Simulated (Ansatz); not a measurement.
**SnSiH5O (SMILES [SiH3][O][SnH2]): UPBE0/def2-SVPD (core potential)**

Aim: the vertical electron affinity of SnSiH5O at UPBE0/def2-SVPD (core potential), from 2 runs. 

The results are computed with Ansatz 0.2.0.

34 further runs of the same task are left out: 34 set aside as unsound or not needed.

## 1. The system as given

SnSiH5O has 8 atoms, charge 0, and is taken as a doublet. As SMILES, `[SiH3][O][SnH2]`. The coordinates come from a PBE0-D4/def2-TZVP relaxation. This is one conformer, not always the lowest.

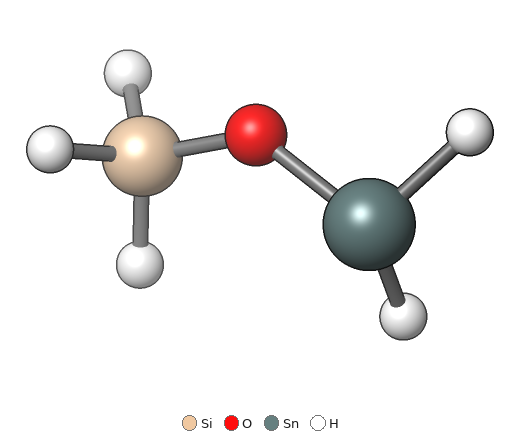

Viewed from a chosen angle; silicon light orange, oxygen red, tin teal, hydrogen white.

## 2. A single-point energy at UPBE0/def2-SVPD (core potential)

in.yaml

```yaml
basis:
  gaussian:
    orbitals: def2-SVPD
crystal:
  periodic: [false, false, false]
  atoms:
    - symbol: Si
      position_ang: [-0.737900, 1.075100, -0.480800]
    - symbol: O
      position_ang: [0.586900, 0.306200, 0.078800]
    - symbol: Sn
      position_ang: [0.956500, -1.332100, 1.108000]
    - symbol: H
      position_ang: [-1.877900, 0.127700, -0.658800]
    - symbol: H
      position_ang: [-0.424600, 1.696400, -1.794600]
    - symbol: H
      position_ang: [-1.173500, 2.142300, 0.461900]
    - symbol: H
      position_ang: [2.665400, -1.489100, 0.950500]
    - symbol: H
      position_ang: [0.097400, -2.583700, 0.279200]
magnetization:
  spin_polarized: true
  initial_magnetization: 1
hamiltonian:
  xc: {name: PBE0}
accuracy: high
output: {orbitals: {seedname: orbitals}}
```

Command:

```
$ ansatz run in.yaml --threads 1 --pin off --max-ram 3480MiB --events-out events.jsonl --progress --plain --runs-dir runs
```

Log:

```text
Warning: RAYON_NUM_THREADS=1 ignored (pool sized by the plan → 1); use --threads N
Functional definition: PBE0
  name "PBE0"
  parameter a = 0.25
  parameter kappa = 0.804
  parameter beta = 0.06672455060314922
  exchange = (1 - a)*pbe_x(kappa = kappa, mu = beta*pi^2/3) + a*exact_x
  correlation = pbe_c(beta = beta)
2534 factors; integrals over basis functions are off by at most 3.5e-9 eV
mean field evaluation 1: about -15821.9725 eV, gradient 3.9e1 eV
mean field evaluation 2: about -15781.4173 eV, gradient 9.9e1 eV
mean field evaluation 4: about -15827.7170 eV, gradient 1.8e0 eV
mean field evaluation 8: about -15827.8110 eV, gradient 1.3e-1 eV
mean field evaluation 16: about -15827.8112 eV, gradient 9.3e-5 eV
mean field -15827.81118049 eV, -581.6613324072 hartree, gradient 2.8e-8 eV, S^2 0.752372; 0 other end points of the search recorded, 0 dependent functions left out
reference -15827.81118416 eV, -581.6613325423 hartree; 25, 24 occupied and 94, 95 virtual orbitals, 2534 factors
Total energy: -15827.81118416 eV, -581.6613325423 hartree
```

Run time: 28 s. Hardware: 1 thread of Arm Neoverse V1, shared host; peak memory 0.65 GiB.

## 3. The singlet anion

input.yaml

```yaml
crystal:
  periodic: [false, false, false]
  atoms:
    - {symbol: Si, position_ang: [-0.737900, 1.075100, -0.480800]}
    - {symbol: O, position_ang: [0.586900, 0.306200, 0.078800]}
    - {symbol: Sn, position_ang: [0.956500, -1.332100, 1.108000]}
    - {symbol: H, position_ang: [-1.877900, 0.127700, -0.658800]}
    - {symbol: H, position_ang: [-0.424600, 1.696400, -1.794600]}
    - {symbol: H, position_ang: [-1.173500, 2.142300, 0.461900]}
    - {symbol: H, position_ang: [2.665400, -1.489100, 0.950500]}
    - {symbol: H, position_ang: [0.097400, -2.583700, 0.279200]}
basis:
  gaussian:
    orbitals: def2-SVPD
accuracy: high
magnetization:
  spin_polarized: false
  initial_magnetization: 0
hamiltonian:
  xc: {name: PBE0}
output: {orbitals: {seedname: orbitals}}
total_charge: -1
```

Command:

```
$ ansatz run input.yaml --threads 1 --pin off --max-ram 3480MiB --events-out events.jsonl --progress --plain --runs-dir runs
```

Log:

```text
Warning: RAYON_NUM_THREADS=1 ignored (pool sized by the plan → 1); use --threads N
[... 7 set-up lines as earlier in the session ...]
2537 factors; integrals over basis functions are off by at most 3.5e-9 eV
mean field evaluation 1: about -15828.2504 eV, gradient 2.0e1 eV
mean field evaluation 2: about -15828.2232 eV, gradient 2.4e1 eV
mean field evaluation 4: about -15829.2802 eV, gradient 8.0e-1 eV
mean field evaluation 8: about -15829.3574 eV, gradient 5.6e-2 eV
mean field evaluation 16: about -15829.3574 eV, gradient 4.1e-5 eV
mean field -15829.35743412 eV, -581.7181561802 hartree, gradient 3.7e-8 eV, S^2 0.000000; 0 other end points of the search recorded, 0 dependent functions left out
reference -15829.35743778 eV, -581.7181563147 hartree; 25, 25 occupied and 94, 94 virtual orbitals, 2537 factors
Total energy: -15829.35743778 eV, -581.7181563147 hartree
```

Wall time 16 s (1 thread of Arm Neoverse V1, shared host); peak memory 0.47 GiB.

## 4. What came out

Level: UPBE0/def2-SVPD (core potential).

| quantity | value |
| --- | --- |
| doublet SnSiH5O: total energy | -581.66133 Eh |
| doublet SnSiH5O: HOMO energy (highest over α and β) | -6.43 eV |
| doublet SnSiH5O: LUMO energy (lowest over α and β) | -3.42 eV |
| doublet SnSiH5O: ⟨S²⟩ | 0.752 |
| singlet anion: total energy | -581.71816 Eh |
| singlet anion: HOMO energy | 0.33 eV |
| singlet anion: LUMO energy | 3.85 eV |
| singlet anion: HOMO–LUMO gap (to an unbound level, set by the basis) | 3.52 eV |
| vertical electron affinity (to the singlet anion) | 1.546 eV |

**Reading.** At fixed nuclei the extra electron is bound by 1.55 eV (149 kJ/mol). The HOMO (singlet anion) lies at positive energy, 0.33 eV; only total energies tell whether the electron is bound.
